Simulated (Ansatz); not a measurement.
**AlH5OSi···H2: density, localisation and related maps**

```xyz
10

Al    0.1474   -0.2759   -0.4804
H    -0.1594    0.0962    2.3930
H     1.6679    0.1067   -0.3634
H    -0.9913    0.7793   -0.7298
O    -0.2799   -1.9071   -0.3717
Si   -0.7247   -3.4655   -0.2555
H     0.4523   -4.3562   -0.3271
H    -1.4106   -3.7073    1.0315
H    -1.6469   -3.8277   -1.3517
H    -0.3264   -0.6136    2.2866
```

These are results of Ansatz 0.2.0, RKS BHLYP-D4/6-31G*, not measurements.

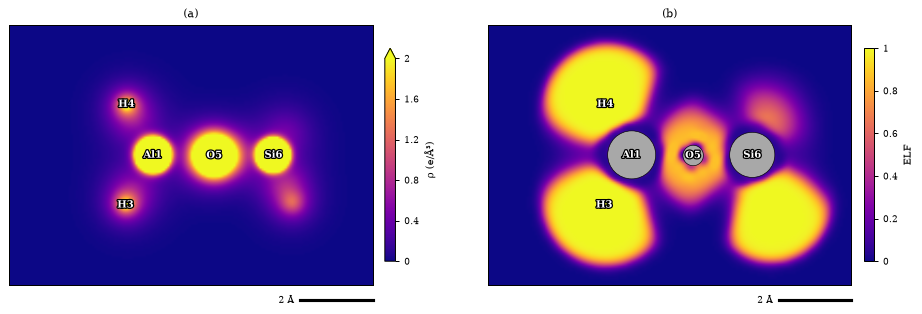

Figure 1. (a) electron density; (b) ELF on the plane of atoms H3, Al1 and O5. Grey discs cover the atomic cores in the ELF map.

Q: Read the bonding off the picture.

A:
- The section cuts through Al, H, O and Si sites.
- Si–O (1.62 Å): ρ at the midpoint is about 1.1 e/Å³; the ELF peaks at about 0.85 between the atoms (a polar covalent bond).
- Al–O (1.69 Å): ρ is about 0.79 e/Å³ halfway; the ELF peaks at about 0.85 in the valence shell of O, 0.7 Å from its nucleus, and is about 0.30 at the midpoint.
- Al–H (1.57 Å): ρ at the midpoint is about 0.54 e/Å³; the ELF climbs to about 1 towards the hydrogen.
- The ELF also peaks beside O5, away from the bonds: lone-pair regions.

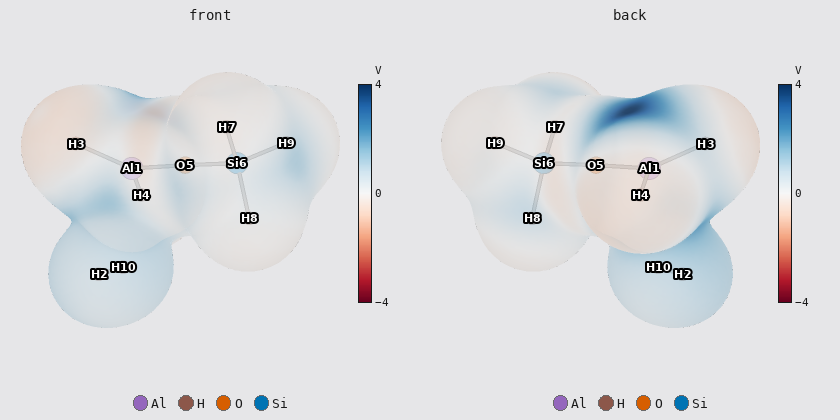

Figure 2. The electrostatic potential painted on the density surface at 0.002 e/bohr³, seen from the front and from behind; the colour scale runs from red (negative) to blue (positive).

Q: Where is the surface potential most negative and most positive?

A: The most negative region (about −0.5 V, or −12 kcal/mol for a unit charge) lies over H3 and H4, the most positive (about +3.6 V, or +83 kcal/mol for a unit charge) over Al1.

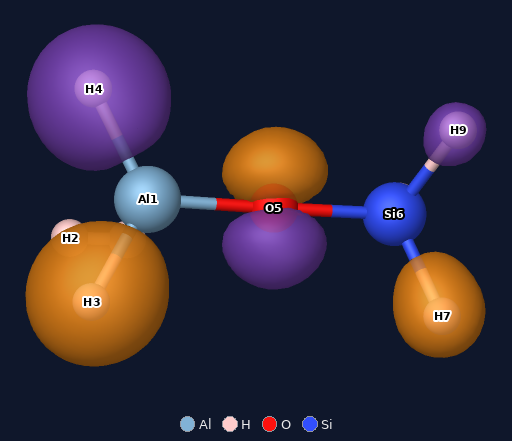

Figure 3. The HOMO at ±0.15 Å⁻³ᐟ² (orange and purple are the two phases), seen from one side.

Q: Describe this orbital and give its energy.

A: By Hirshfeld shares it lies mainly on Al1 (about 20 %), H4 (about 20 %), H3 (about 20 %), O5 (about 20 %) and Si6 (about 5 %). Its energy is −9.36 eV.
